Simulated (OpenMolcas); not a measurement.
Multiconfigurational calculation for Ru³⁺ complex

- system: Ru³⁺ with 6 ligands (F; octahedron, 1.99 Å), neutralised by 6 outer point charges of +0.5 e, whose field is part of the energies.
- method: state-averaged SS-CASPT2, IPEA shift 0.25, imaginary shift 0.1 hartree, closed shells 4s 4p of the metal and the valence shells of the ligands correlated, active space 5 electrons in the shell 4d, basis ANO-RCC-VTZP on the metal and ANO-RCC-VDZP on the ligands, DKH2 scalar Hamiltonian, spin-orbit coupling by RASSI with atomic mean-field integrals (OpenMolcas)

Log (extracts):
```
--- CASPT2 ---
Orbital specifications:
      -----------------------

      Symmetry species                           1   2
                                                ag  au
      Frozen orbitals                           11   9
      Inactive orbitals                         13  15
      Active orbitals                            5   0
      Secondary orbitals                        49  50
      Deleted orbitals                           0   0
      Number of basis functions                 78  74
Type of calculation                        SS-CASPT2
      Fock operator                              state-specific
      IPEA shift                                 0.25
      Real shift                                 0.00
      Imaginary shift                            0.10
      The input orbitals will be transformed to quasi-canonical
Reference energy:       -5125.6602096191
      E2 (Non-variational):      -1.7680500042
      Shift correction:          -0.0012451832
      E2 (Variational):          -1.7692951874
      Total energy:           -5127.4295048065
      Residual norm:              0.0000001200
      Reference weight:           0.70456
      Contributions to the CASPT2 correlation energy
      Active & Virtual Only:         -0.0593105418
      One Inactive Excited:          -0.2725783527
      Two Inactive Excited:          -1.4361611097
::    CASPT2 Root  1     Total energy:  -5127.42950481
--- CASPT2 ---
Orbital specifications:
      -----------------------

      Symmetry species                           1   2
                                                ag  au
      Frozen orbitals                           11   9
      Inactive orbitals                         13  15
      Active orbitals                            5   0
      Secondary orbitals                        49  50
      Deleted orbitals                           0   0
      Number of basis functions                 78  74
Type of calculation                        SS-CASPT2
      Fock operator                              state-specific
      IPEA shift                                 0.25
      Real shift                                 0.00
      Imaginary shift                            0.10
      The input orbitals will be transformed to quasi-canonical
Reference energy:       -5125.6341799564
      E2 (Non-variational):      -1.7977962749
      Shift correction:          -0.0012951059
      E2 (Variational):          -1.7990913807
      Total energy:           -5127.4332713372
      Residual norm:              0.0000002744
      Reference weight:           0.69970
      Contributions to the CASPT2 correlation energy
      Active & Virtual Only:         -0.0700979297
      One Inactive Excited:          -0.2726624176
      Two Inactive Excited:          -1.4550359276
Reference energy:       -5125.6341799562
      E2 (Non-variational):      -1.7977987389
      Shift correction:          -0.0012951486
      E2 (Variational):          -1.7990938875
      Total energy:           -5127.4332738437
      Residual norm:              0.0000002745
      Reference weight:           0.69970
      Contributions to the CASPT2 correlation energy
      Active & Virtual Only:         -0.0700985380
      One Inactive Excited:          -0.2726636708
      Two Inactive Excited:          -1.4550365301
::    CASPT2 Root  1     Total energy:  -5127.43327134
::    CASPT2 Root  2     Total energy:  -5127.43327384
::    CASPT2 Root  3     Total energy:  -5127.43327233
::    CASPT2 Root  4     Total energy:  -5127.41461714
::    CASPT2 Root  5     Total energy:  -5127.41462120
::    CASPT2 Root  6     Total energy:  -5127.41457449
::    CASPT2 Root  7     Total energy:  -5127.34548339
::    CASPT2 Root  8     Total energy:  -5127.34582215
::    CASPT2 Root  9     Total energy:  -5127.34576557
::    CASPT2 Root 10     Total energy:  -5127.33724760
::    CASPT2 Root 11     Total energy:  -5127.33716989
::    CASPT2 Root 12     Total energy:  -5127.33717054
::    CASPT2 Root 13     Total energy:  -5127.32884058
::    CASPT2 Root 14     Total energy:  -5127.32885221
::    CASPT2 Root 15     Total energy:  -5127.29395209
::    CASPT2 Root 16     Total energy:  -5127.29395640
::    CASPT2 Root 17     Total energy:  -5127.29394955
::    CASPT2 Root 18     Total energy:  -5127.29464289
::    CASPT2 Root 19     Total energy:  -5127.21416963
::    CASPT2 Root 20     Total energy:  -5127.21416546
::    CASPT2 Root 21     Total energy:  -5127.21418255
::    CASPT2 Root 22     Total energy:  -5127.19124928
::    CASPT2 Root 23     Total energy:  -5127.19125037
::    CASPT2 Root 24     Total energy:  -5127.19121838
--- CASPT2 ---
Orbital specifications:
      -----------------------

      Symmetry species                           1   2
                                                ag  au
      Frozen orbitals                           11   9
      Inactive orbitals                         13  15
      Active orbitals                            5   0
      Secondary orbitals                        49  50
      Deleted orbitals                           0   0
      Number of basis functions                 78  74
Type of calculation                        SS-CASPT2
      Fock operator                              state-specific
      IPEA shift                                 0.25
      Real shift                                 0.00
      Imaginary shift                            0.10
      The input orbitals will be transformed to quasi-canonical
Reference energy:       -5125.6640025332
      E2 (Non-variational):      -1.8154812985
      Shift correction:          -0.0013094349
      E2 (Variational):          -1.8167907334
      Total energy:           -5127.4807932667
      Residual norm:              0.0000001676
      Reference weight:           0.69730
      Contributions to the CASPT2 correlation energy
      Active & Virtual Only:         -0.0745811914
      One Inactive Excited:          -0.2704879429
      Two Inactive Excited:          -1.4704121641
Reference energy:       -5125.6640025332
      E2 (Non-variational):      -1.8154789067
      Shift correction:          -0.0013093853
      E2 (Variational):          -1.8167882920
      Total energy:           -5127.4807908252
      Residual norm:              0.0000001670
      Reference weight:           0.69730
      Contributions to the CASPT2 correlation energy
      Active & Virtual Only:         -0.0745811657
      One Inactive Excited:          -0.2704865853
      Two Inactive Excited:          -1.4704111557
::    CASPT2 Root  1     Total energy:  -5127.48079327
::    CASPT2 Root  2     Total energy:  -5127.48079083
::    CASPT2 Root  3     Total energy:  -5127.48079500
::    CASPT2 Root  4     Total energy:  -5127.39509075
::    CASPT2 Root  5     Total energy:  -5127.39510894
::    CASPT2 Root  6     Total energy:  -5127.39511697
::    CASPT2 Root  7     Total energy:  -5127.39863733
::    CASPT2 Root  8     Total energy:  -5127.38668193
::    CASPT2 Root  9     Total energy:  -5127.38761495
::    CASPT2 Root 10     Total energy:  -5127.38760724
::    CASPT2 Root 11     Total energy:  -5127.38283649
::    CASPT2 Root 12     Total energy:  -5127.38275144
::    CASPT2 Root 13     Total energy:  -5127.36381845
::    CASPT2 Root 14     Total energy:  -5127.36380171
::    CASPT2 Root 15     Total energy:  -5127.36373678
::    CASPT2 Root 16     Total energy:  -5127.35638466
::    CASPT2 Root 17     Total energy:  -5127.35639220
::    CASPT2 Root 18     Total energy:  -5127.35638709
::    CASPT2 Root 19     Total energy:  -5127.34884778
::    CASPT2 Root 20     Total energy:  -5127.32536177
::    CASPT2 Root 21     Total energy:  -5127.32526535
::    CASPT2 Root 22     Total energy:  -5127.30994108
::    CASPT2 Root 23     Total energy:  -5127.30250433
::    CASPT2 Root 24     Total energy:  -5127.30265677
::    CASPT2 Root 25     Total energy:  -5127.30260627
::    CASPT2 Root 26     Total energy:  -5127.29329610
::    CASPT2 Root 27     Total energy:  -5127.29332894
::    CASPT2 Root 28     Total energy:  -5127.28222386
::    CASPT2 Root 29     Total energy:  -5127.28062645
::    CASPT2 Root 30     Total energy:  -5127.28091671
```

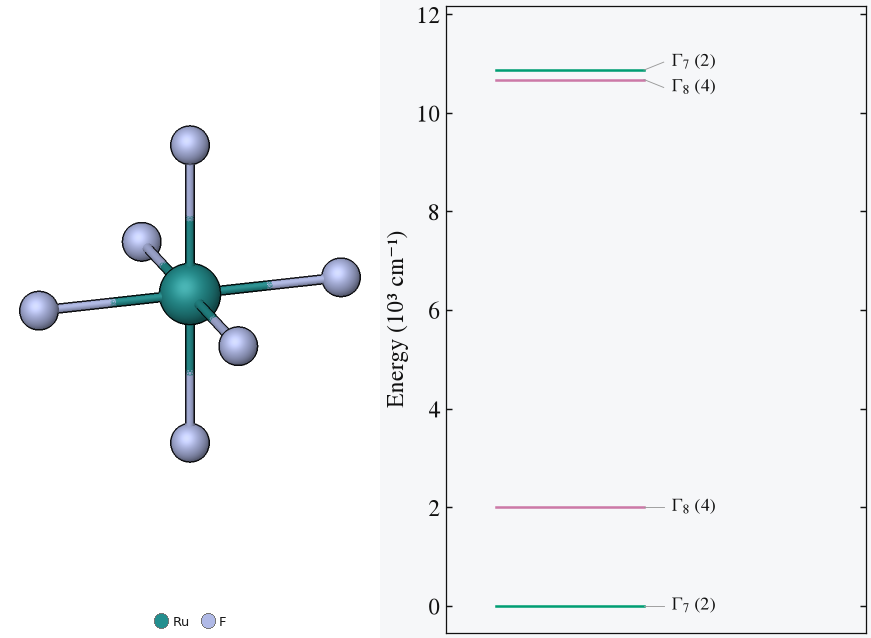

*Ru³⁺ (4d⁵) with 6 ligands, F⁻, at 1.99 Å (arrangement: octahedron, Oh), neutralised by outer point charges of +0.5 e, and its levels. Labels give the representation in O, Td, D4 or D3 as the site allows (double group for half-integer spin) where it could be assigned and, in brackets, the degeneracy; spin-free states, where drawn, share the zero of the spin-orbit levels.*

The ground level is Γ₇, a Kramers doublet, 97 % from states of spin multiplicity 2. Its principal g values are 2.20, 2.20 and 2.20, isotropic. The next level lies at 2,000 cm⁻¹ (Γ₈).

Input file:
```
&GATEWAY
Coord
7

Ru 0.0 0.0 0.0
F 1.990000 0.000000 0.000000
F 0.000000 1.990000 0.000000
F -1.990000 0.000000 0.000000
F 0.000000 -1.990000 0.000000
F 0.000000 0.000000 1.990000
F 0.000000 0.000000 -1.990000
Basis=Ru.ANO-RCC-VTZP,F.ANO-RCC-VDZP
Group=XYZ
NoMove
AngMom=0.0 0.0 0.0
AMFI
RICD
XField
3 Angstrom 0
4.590000 0.000000 0.000000 0.500000
0.000000 4.590000 0.000000 0.500000
0.000000 0.000000 4.590000 0.500000
&SEWARD
&RASSCF
FileOrb=start.orb
Symmetry=1
Spin=6
nActEl=5 0 0
Inactive=24 24
Ras2=5 0
CIRoot=1 1 1
SDav=1
CIMx=300
Iter=150 100
PrWF=0.3
OrbListing=Nothing
MaxOrb=0
LevShft=1.0
>>> COPY $Project.JobIph JOB001
&RASSCF
FileOrb=start.orb
Symmetry=1
Spin=4
nActEl=5 0 0
Inactive=24 24
Ras2=5 0
CIRoot=24 24 1
SDav=24
CIMx=300
Iter=150 100
PrWF=0.3
OrbListing=Nothing
MaxOrb=0
LevShft=1.0
>>> COPY $Project.JobIph JOB002
&RASSCF
FileOrb=start.orb
Symmetry=1
Spin=2
nActEl=5 0 0
Inactive=24 24
Ras2=5 0
CIRoot=75 75 1
SDav=75
CIMx=300
Iter=150 100
PrWF=0.3
OrbListing=Nothing
MaxOrb=0
LevShft=1.0
>>> COPY $Project.JobIph JOB003
&RASSI
NrOfJobIphs=3 1 24 75
1
1 2 3 4 5 6 7 8 9 10 11 12 13 14 15 16 17 18 19 20 21 22 23 24
1 2 3 4 5 6 7 8 9 10 11 12 13 14 15 16 17 18 19 20 21 22 23 24 25 26 27
28 29 30 31 32 33 34 35 36 37 38 39 40 41 42 43 44 45 46 47 48 49 50 51
52 53 54 55 56 57 58 59 60 61 62 63 64 65 66 67 68 69 70 71 72 73 74 75
IphNames
JOB001
JOB002
JOB003
EJob
SpinOrbit
DIPRint=1.0
SOCoupling=1000.0
Subsets=2
Property=9
'ANGMOM' 1 'ANGMOM' 2 'ANGMOM' 3 'MLTPL  1' 1 'MLTPL  1' 2 'MLTPL  1' 3
'AMFI' 1 'AMFI' 2 'AMFI' 3
SOProperty=3
'ANGMOM' 1 'ANGMOM' 2 'ANGMOM' 3
>>> COPY JOB001 $Project.JobIph
&CASPT2
Multistate=1 1
Frozen=11 9
IPEA=0.25
Imaginary=0.1
MaxIter=60
WThr=0.0 0.3 0.05
PrWF=0.5
NoMix
>>> COPY JOB002 $Project.JobIph
&CASPT2
Multistate=24 1 2 3 4 5 6 7 8 9 10 11 12 13 14 15 16 17 18 19 20 21 22
23 24
NoMult
Frozen=11 9
IPEA=0.25
Imaginary=0.1
MaxIter=60
WThr=0.0 0.3 0.05
PrWF=0.5
NoMix
>>> COPY JOB003 $Project.JobIph
&CASPT2
Multistate=75 1 2 3 4 5 6 7 8 9 10 11 12 13 14 15 16 17 18 19 20 21 22
23 24 25 26 27 28 29 30 31 32 33 34 35 36 37 38 39 40 41 42 43 44 45 46
47 48 49 50 51 52 53 54 55 56 57 58 59 60 61 62 63 64 65 66 67 68 69 70
71 72 73 74 75
NoMult
Frozen=11 9
IPEA=0.25
Imaginary=0.1
MaxIter=60
WThr=0.0 0.3 0.05
PrWF=0.5
NoMix
```

The file start.orb holds starting orbitals from an earlier step. A driver script formed the levels outside the program, from RASSI's spin-orbit matrix and the CASPT2 energies (for multi-state variants, the effective Hamiltonian), averaged over the components of each term or state. The log and the time are those of the CASPT2 step.

Launched with:
```bash
OMP_NUM_THREADS=1 MOLCAS_MEM=2457 MOLCAS_PROJECT=a pymolcas a.inp > a.log  # once for each step of the input, in one work folder
```

Key numbers:

| quantity | value |
| --- | --- |
| outcome | converged; degenerate states are split by up to 351 cm⁻¹ |
| energy of the lowest spin-free term | −5127.48079 hartree |
| energy of the lowest spin-orbit level | −5127.48851 hartree |
| CASPT2 correlation energy | −1.8168 hartree |
| largest spread among components of a term | 350.6 cm⁻¹ |
| lowest reference weight | 0.690 |
| hardware | 1 thread of Arm Neoverse V1, 24 GiB of memory available, shared host |
| wall time | 6.1 min |
| peak memory | 0.4 GiB |

Remarks:

The components of ²T1, which symmetry makes degenerate, are split by 351 cm⁻¹ in CASPT2, and those of 4 more by over 50 cm⁻¹. This is an artefact; the levels of such states rest on averages and are uncertain by about as much. Limits: small active space favours high spin, ground spin may be wrong; distances are set from ionic radii, not optimised.
